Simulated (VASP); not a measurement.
Band structure of P (black). All values below come from AM05 GGA, VASP's PBE PAW potentials (set 64) (plane waves; VASP).

Without a dispersion term in the relaxation, distances and binding between the weakly bound layers, chains or molecules are unreliable, and so is what depends on them.

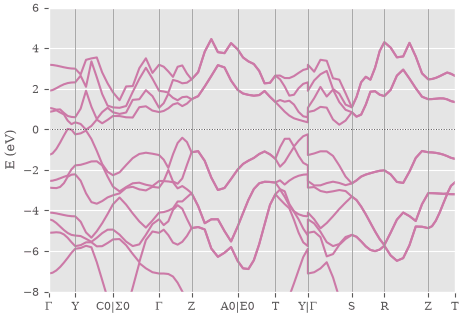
Bands along high-symmetry lines, zero at the valence-band maximum or, without a gap, the Fermi level

**Question.** Read the plot: is there a gap, and where are the band edges?

**Answer.** It has no gap at this level: it comes out as a metal or semimetal. (Edges off the drawn lines would not show.)

Measured: gap 0.35 eV (computed value off by -0.35 eV), as given by Das et al., (2018), arXiv:1807.05623.

The compound is P in the black structure. It was relaxed first.
